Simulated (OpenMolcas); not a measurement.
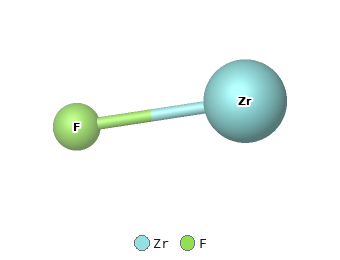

The molecule at the reference distance of 1.853 Å.

# Relativistic diatomic calculation for ZrF⁺ (part 1 of 2)

ZrF⁺. Computed at this level: SA-CASSCF(8,9)/XMS-CASPT2 + RASSI spin-orbit (X2C scalar, AMFI), ANO-RCC-VDZP (OpenMolcas).

## Input file
```
&GATEWAY
Coord
2
angstrom
Zr 0.0 0.0 0.0
F 0.0 0.0 1.8530
Basis=ANO-RCC-VDZP
Group=XY
RX2C
AMFI
ANGMom
0.0 0.0 0.0
RICD
&SEWARD
&GUESSORB
&RASSCF
FileOrb=$CurrDir/o71.orb
Symmetry=1
Spin=7
nActEl=8 0 0
Inactive=12 8
RAS2=5 4
CIRoot=9 9 1
Linear
Iterations=120 100
OrbListing=Nothing
PRWF=0.15
>>COPY $Project.RasOrb $CurrDir/o71.orb
>>COPY $Project.rasscf.h5 $CurrDir/r71.h5
&CASPT2
XMultistate=all
Imaginary=0.2
IPEA=0.25
MaxIter=40
>>COPY $Project.JobMix JOB001
&RASSCF
FileOrb=$CurrDir/o72.orb
Symmetry=2
Spin=7
nActEl=8 0 0
Inactive=12 8
RAS2=5 4
CIRoot=10 10 1
Linear
Iterations=120 100
OrbListing=Nothing
PRWF=0.15
>>COPY $Project.RasOrb $CurrDir/o72.orb
>>COPY $Project.rasscf.h5 $CurrDir/r72.h5
&CASPT2
XMultistate=all
Imaginary=0.2
IPEA=0.25
MaxIter=40
>>COPY $Project.JobMix JOB002
&RASSI
Nr of JobIphs=2 9 10
1 2 3 4 5 6 7 8 9
1 2 3 4 5 6 7 8 9 10
SpinOrbit
EJob
Omega
MEES
MESO
Properties=4
'AngMom' 3 'Mltpl  1' 1 'Mltpl  1' 2 'Mltpl  1' 3
Thrs=1.0d-4
>>COPY $Project.rassi.h5 $CurrDir/so.h5
```

The first orbital files come from an earlier step.

Hardware: 1 thread of Arm Neoverse N1, 54 GiB of memory available, shared host.

Command:
```bash
pymolcas m.inp (one call a module block, same work directory)
```

## The program's output (extracts)
```
++    Wave function specifications:
      Number of closed shell electrons          40
      Number of electrons in active shells       8
      Number of inactive orbitals               20
      Number of active orbitals                  9
      Number of secondary orbitals              28
      Spin quantum number                      3.0
      State symmetry                             1
++    Orbital specifications:
      Symmetry species                           1   2
                                                 a   b
      Frozen orbitals                            0   0
      Inactive orbitals                         12   8
      Active orbitals                            5   4
      RAS2 orbitals                              5   4
      Secondary orbitals                        14  14
      Number of basis functions                 31  26
      printout of CI-coefficients larger than  0.15 for root  1
      energy=   -3694.856869
      conf/sym  11111 2222     Coeff  Weight
            54  200uu uuuu   0.99636 0.99274
      printout of CI-coefficients larger than  0.15 for root  2
      energy=   -3694.856869
      conf/sym  11111 2222     Coeff  Weight
            48  20u0u uuuu   0.99636 0.99274
      printout of CI-coefficients larger than  0.15 for root  3
      energy=   -3694.829965
      conf/sym  11111 2222     Coeff  Weight
           125  u0uuu u2u0  -0.67736 0.45881
           127  u0uuu 2u0u   0.67736 0.45881
      printout of CI-coefficients larger than  0.15 for root  4
      energy=   -3694.823724
      conf/sym  11111 2222     Coeff  Weight
           109  uu0uu u2u0   0.19709 0.03885
           111  uu0uu 2u0u  -0.19709 0.03885
           124  u0uuu 2uu0   0.24576 0.06040
           125  u0uuu u2u0  -0.61924 0.38346
           127  u0uuu 2u0u  -0.61924 0.38346
           128  u0uuu u20u  -0.24576 0.06040
      printout of CI-coefficients larger than  0.15 for root  5
      energy=   -3694.823724
      conf/sym  11111 2222     Coeff  Weight
            93  uuu0u u2u0  -0.19709 0.03885
            95  uuu0u 2u0u   0.19709 0.03885
           124  u0uuu 2uu0   0.61924 0.38346
           125  u0uuu u2u0   0.24576 0.06040
           127  u0uuu 2u0u   0.24576 0.06040
           128  u0uuu u20u  -0.61924 0.38346
      printout of CI-coefficients larger than  0.15 for root  6
      energy=   -3694.818005
      conf/sym  11111 2222     Coeff  Weight
            93  uuu0u u2u0  -0.16409 0.02692
            95  uuu0u 2u0u  -0.16409 0.02692
           108  uu0uu 2uu0   0.16409 0.02692
           112  uu0uu u20u  -0.16409 0.02692
           124  u0uuu 2uu0  -0.65822 0.43325
           128  u0uuu u20u  -0.65822 0.43325
      printout of CI-coefficients larger than  0.15 for root  7
      energy=   -3694.794003
      conf/sym  11111 2222     Coeff  Weight
            92  uuu0u 2uu0  -0.35902 0.12890
            96  uuu0u u20u  -0.35902 0.12890
           109  uu0uu u2u0  -0.59455 0.35349
           111  uu0uu 2u0u   0.59455 0.35349
      printout of CI-coefficients larger than  0.15 for root  8
      energy=   -3694.794003
      conf/sym  11111 2222     Coeff  Weight
            93  uuu0u u2u0  -0.59455 0.35349
            95  uuu0u 2u0u   0.59455 0.35349
           108  uu0uu 2uu0   0.35902 0.12890
           112  uu0uu u20u   0.35902 0.12890
      printout of CI-coefficients larger than  0.15 for root  9
      energy=   -3694.792193
      conf/sym  11111 2222     Coeff  Weight
            93  uuu0u u2u0   0.49986 0.24986
            95  uuu0u 2u0u   0.49986 0.24986
           108  uu0uu 2uu0   0.49986 0.24986
           112  uu0uu u20u  -0.49986 0.24986
      Natural orbitals and occupation numbers for root  1
      sym 1:   1.994694   0.002692   0.002770   0.999858   0.999987
      sym 2:   1.002595   1.002595   0.997405   0.997405
      Natural orbitals and occupation numbers for root  2
      sym 1:   1.994694   0.002692   0.999858   0.002770   0.999987
      sym 2:   1.002595   1.002595   0.997405   0.997405
      Natural orbitals and occupation numbers for root  3
      sym 1:   1.000905   0.076883   0.961588   0.961588   0.999065
      sym 2:   1.499450   1.499450   0.500536   0.500536
      Natural orbitals and occupation numbers for root  4
      sym 1:   1.001365   0.110181   0.920620   0.967877   0.999987
      sym 2:   1.499217   1.499217   0.500768   0.500768
      Natural orbitals and occupation numbers for root  5
      sym 1:   1.001365   0.110181   0.967877   0.920620   0.999987
      sym 2:   1.499217   1.499217   0.500768   0.500768
      Natural orbitals and occupation numbers for root  6
      sym 1:   1.004657   0.129522   0.935282   0.935282   0.999989
      sym 2:   1.497542   1.497542   0.500092   0.500092
      Natural orbitals and occupation numbers for root  7
      sym 1:   1.003589   0.974017   0.283864   0.739004   0.999529
      sym 2:   1.498071   1.498071   0.501927   0.501927
      Natural orbitals and occupation numbers for root  8
      sym 1:   1.003589   0.974017   0.739004   0.283864   0.999529
      sym 2:   1.498071   1.498071   0.501927   0.501927
      Natural orbitals and occupation numbers for root  9
      sym 1:   1.000000   1.000000   0.500001   0.500001   0.999997
      sym 2:   1.499940   1.499940   0.500060   0.500060
      RASSCF energy for state  9                  -3694.79219294
::    RASSCF root number  1 Total energy:  -3694.85686916
::    RASSCF root number  2 Total energy:  -3694.85686916
::    RASSCF root number  3 Total energy:  -3694.82996512
::    RASSCF root number  4 Total energy:  -3694.82372446
::    RASSCF root number  5 Total energy:  -3694.82372446
::    RASSCF root number  6 Total energy:  -3694.81800498
::    RASSCF root number  7 Total energy:  -3694.79400296
::    RASSCF root number  8 Total energy:  -3694.79400296
::    RASSCF root number  9 Total energy:  -3694.79219294
      Von Neumann Entropy (Root   1) =  3.02983
++    Wave function specifications:
      Number of closed shell electrons           8
      Number of electrons in active shells       8
      Number of inactive orbitals                4
      Number of active orbitals                  9
      Number of secondary orbitals              28
      Spin quantum number                      3.0
      State symmetry                             1
      Number of CSFs                           155
      Number of CASSCF root(s) available         9
      CASPT2 state passed to geometry opt.       9
      A file JOBMIX will be created
      This is a MULTI-STATE CASSCF reference
      Number of CI roots used                    9
      These are:                                 1   2   3   4   5   6   7   8   9
      Off-diagonal elements of Heff are computed
  FINAL CASPT2 RESULT:
      Reference energy:       -3694.8568691588
      E2 (Non-variational):      -0.3253634191
      Shift correction:          -0.0015669490
      E2 (Variational):          -0.3269303681
      Total energy:           -3695.1837995269
      Reference weight:           0.91283
  FINAL CASPT2 RESULT:
      Reference energy:       -3694.8568691588
      E2 (Non-variational):      -0.3253634207
      Shift correction:          -0.0015669397
      E2 (Variational):          -0.3269303604
      Total energy:           -3695.1837995192
      Reference weight:           0.91283
  FINAL CASPT2 RESULT:
      Reference energy:       -3694.8299651232
      E2 (Non-variational):      -0.3251317119
      Shift correction:          -0.0016841486
      E2 (Variational):          -0.3268158605
      Total energy:           -3695.1567809837
      Reference weight:           0.91279
  FINAL CASPT2 RESULT:
      Reference energy:       -3694.8237244590
      E2 (Non-variational):      -0.3237304982
      Shift correction:          -0.0016883558
      E2 (Variational):          -0.3254188540
      Total energy:           -3695.1491433130
      Reference weight:           0.91336
  FINAL CASPT2 RESULT:
      Reference energy:       -3694.8237244590
      E2 (Non-variational):      -0.3236897460
      Shift correction:          -0.0016883119
      E2 (Variational):          -0.3253780579
      Total energy:           -3695.1491025169
      Reference weight:           0.91337
  FINAL CASPT2 RESULT:
      Reference energy:       -3694.8180049812
      E2 (Non-variational):      -0.3229705094
      Shift correction:          -0.0017653707
      E2 (Variational):          -0.3247358801
      Total energy:           -3695.1427408613
      Reference weight:           0.91321
  FINAL CASPT2 RESULT:
      Reference energy:       -3694.7940029602
      E2 (Non-variational):      -0.3229252149
      Shift correction:          -0.0015054660
      E2 (Variational):          -0.3244306809
      Total energy:           -3695.1184336411
      Reference weight:           0.91375
  FINAL CASPT2 RESULT:
      Reference energy:       -3694.7940029602
      E2 (Non-variational):      -0.3229163742
      Shift correction:          -0.0015058946
      E2 (Variational):          -0.3244222688
      Total energy:           -3695.1184252290
      Reference weight:           0.91374
  FINAL CASPT2 RESULT:
      Reference energy:       -3694.7921929358
      E2 (Non-variational):      -0.3211277593
      Shift correction:          -0.0014182174
      E2 (Variational):          -0.3225459767
      Total energy:           -3695.1147389126
      Reference weight:           0.91488
       Total XMS-CASPT2 energies:
::    XMS-CASPT2 Root  1     Total energy:  -3695.18385513
::    XMS-CASPT2 Root  2     Total energy:  -3695.18385292
::    XMS-CASPT2 Root  3     Total energy:  -3695.15678099
::    XMS-CASPT2 Root  4     Total energy:  -3695.14911394
::    XMS-CASPT2 Root  5     Total energy:  -3695.14907602
::    XMS-CASPT2 Root  6     Total energy:  -3695.14274086
::    XMS-CASPT2 Root  7     Total energy:  -3695.11840804
::    XMS-CASPT2 Root  8     Total energy:  -3695.11839768
::    XMS-CASPT2 Root  9     Total energy:  -3695.11473891
++    Wave function specifications:
      Number of closed shell electrons          40
      Number of electrons in active shells       8
      Number of inactive orbitals               20
      Number of active orbitals                  9
      Number of secondary orbitals              28
      Spin quantum number                      3.0
      State symmetry                             2
      printout of CI-coefficients larger than  0.15 for root  1
      energy=   -3694.854898
      conf/sym  11111 2222     Coeff  Weight
           141  u0u0u 2uuu   0.65877 0.43398
           142  u0u0u u2uu   0.25188 0.06344
           149  u00uu 2uuu  -0.25188 0.06344
           150  u00uu u2uu   0.65877 0.43398
      printout of CI-coefficients larger than  0.15 for root  2
      energy=   -3694.854898
      conf/sym  11111 2222     Coeff  Weight
           141  u0u0u 2uuu  -0.25188 0.06344
           142  u0u0u u2uu   0.65877 0.43398
           149  u00uu 2uuu  -0.65877 0.43398
           150  u00uu u2uu  -0.25188 0.06344
      printout of CI-coefficients larger than  0.15 for root  3
      energy=   -3694.854720
      conf/sym  11111 2222     Coeff  Weight
           141  u0u0u 2uuu  -0.70662 0.49931
           150  u00uu u2uu   0.70662 0.49931
      printout of CI-coefficients larger than  0.15 for root  4
      energy=   -3694.854720
      conf/sym  11111 2222     Coeff  Weight
           142  u0u0u u2uu  -0.70662 0.49931
           149  u00uu 2uuu  -0.70662 0.49931
      printout of CI-coefficients larger than  0.15 for root  5
      energy=   -3694.824033
      conf/sym  11111 2222     Coeff  Weight
            17  2uu0u uuu0   0.18214 0.03317
            30  2u0uu uu0u   0.18214 0.03317
            37  20uuu uuu0   0.93407 0.87249
            38  20uuu uu0u  -0.19906 0.03963
      printout of CI-coefficients larger than  0.15 for root  6
      energy=   -3694.824033
      conf/sym  11111 2222     Coeff  Weight
            18  2uu0u uu0u  -0.18214 0.03317
            29  2u0uu uuu0   0.18214 0.03317
            37  20uuu uuu0   0.19906 0.03963
            38  20uuu uu0u   0.93407 0.87249
      printout of CI-coefficients larger than  0.15 for root  7
      energy=   -3694.792269
      conf/sym  11111 2222     Coeff  Weight
            98  uuuuu u200   0.43767 0.19155
           138  uu00u u2uu  -0.89549 0.80190
      printout of CI-coefficients larger than  0.15 for root  8
      energy=   -3694.792269
      conf/sym  11111 2222     Coeff  Weight
            97  uuuuu 2u00   0.43767 0.19155
           137  uu00u 2uuu  -0.89549 0.80190
      printout of CI-coefficients larger than  0.15 for root  9
      energy=   -3694.789205
      conf/sym  11111 2222     Coeff  Weight
            18  2uu0u uu0u   0.69774 0.48685
            29  2u0uu uuu0   0.69774 0.48685
      printout of CI-coefficients larger than  0.15 for root 10
      energy=   -3694.789205
      conf/sym  11111 2222     Coeff  Weight
            17  2uu0u uuu0  -0.69774 0.48685
            30  2u0uu uu0u   0.69774 0.48685
      Natural orbitals and occupation numbers for root  1
      sym 1:   1.004207   0.000352   0.501553   0.502359   0.999992
      sym 2:   1.498265   1.497473   0.995948   0.999852
      Natural orbitals and occupation numbers for root  2
      sym 1:   1.004207   0.000352   0.501553   0.502360   0.999992
      sym 2:   1.497473   1.498265   0.999852   0.995948
      Natural orbitals and occupation numbers for root  3
      sym 1:   1.001277   0.001313   0.500004   0.500004   0.999996
      sym 2:   1.499336   1.499336   0.999367   0.999367
      Natural orbitals and occupation numbers for root  4
      sym 1:   1.001277   0.001313   0.500004   0.500004   0.999996
      sym 2:   1.499336   1.499336   0.999367   0.999367
      Natural orbitals and occupation numbers for root  5
      sym 1:   1.993944   0.043538   0.956641   0.996481   0.999769
      sym 2:   1.003598   1.002289   0.958041   0.045699
      Natural orbitals and occupation numbers for root  6
      sym 1:   1.993944   0.043538   0.956641   0.996481   0.999769
      sym 2:   1.002289   1.003598   0.045699   0.958041
      Natural orbitals and occupation numbers for root  7
      sym 1:   1.002961   0.997436   0.195377   0.194842   0.999443
      sym 2:   1.000560   1.996412   0.805199   0.807771
      Natural orbitals and occupation numbers for root  8
      sym 1:   1.002961   0.997436   0.195377   0.194842   0.999443
      sym 2:   1.996412   1.000560   0.807771   0.805199
      Natural orbitals and occupation numbers for root  9
      sym 1:   1.997954   0.998026   0.500004   0.500004   0.999999
      sym 2:   1.000995   1.000995   0.501011   0.501011
      Natural orbitals and occupation numbers for root 10
      sym 1:   1.997954   0.998026   0.500004   0.500004   0.999999
      sym 2:   1.000995   1.000995   0.501011   0.501011
      RASSCF energy for state 10                  -3694.78920467
::    RASSCF root number  1 Total energy:  -3694.85489849
::    RASSCF root number  2 Total energy:  -3694.85489849
::    RASSCF root number  3 Total energy:  -3694.85471991
::    RASSCF root number  4 Total energy:  -3694.85471991
::    RASSCF root number  5 Total energy:  -3694.82403324
::    RASSCF root number  6 Total energy:  -3694.82403324
::    RASSCF root number  7 Total energy:  -3694.79226950
::    RASSCF root number  8 Total energy:  -3694.79226950
::    RASSCF root number  9 Total energy:  -3694.78920467
::    RASSCF root number 10 Total energy:  -3694.78920467
      Von Neumann Entropy (Root   1) =  3.62801
++    Wave function specifications:
      Number of closed shell electrons           8
      Number of electrons in active shells       8
      Number of inactive orbitals                4
      Number of active orbitals                  9
      Number of secondary orbitals              28
      Spin quantum number                      3.0
      State symmetry                             2
      Number of CSFs                           160
      NuSPIN-FREE ENERGIES:
  (Shifted by EMIN (a.u.) =      -3695.1838551331)
 SF State       Relative EMIN(au)   Rel lowest level(eV)    D:o, cm**(-1)      Abs_M
     1             0.0000000000        0.0000000000              0.0000         2.0
     2             0.0000022136        0.0000602357              0.4858         2.0
    10             0.0051165821        0.1392292914           1122.9600         2.4
    11             0.0051165849        0.1392293675           1122.9606         2.4
    12             0.0051577216        0.1403487543           1131.9890         2.0
    13             0.0051577247        0.1403488386           1131.9897         2.0
     3             0.0270741480        0.7367250993           5942.0887         0.0
    14             0.0312887553        0.8514104044           6867.0880         1.0
    15             0.0312887553        0.8514104044           6867.0880         1.0
     4             0.0347411900        0.9453559392           7624.8099         2.0
     5             0.0347791094        0.9463877797           7633.1322         2.0
     6             0.0411142714        1.1187763181           9023.5395         0.0
    16             0.0643474582        1.7509835381          14122.6347         1.0
    17             0.0643474582        1.7509835381          14122.6347         1.0
     7             0.0654470913        1.7809060799          14363.9762         2.0
     8             0.0654574485        1.7811879144          14366.2494         2.0
     9             0.0691162225        1.8807482256          15169.2574         0.0
    18             0.0729595138        1.9853295092          16012.7624         3.0
    19             0.0729595138        1.9853295092          16012.7624         3.0
```

(Continued in part 2.) Outcome of the run: converged.
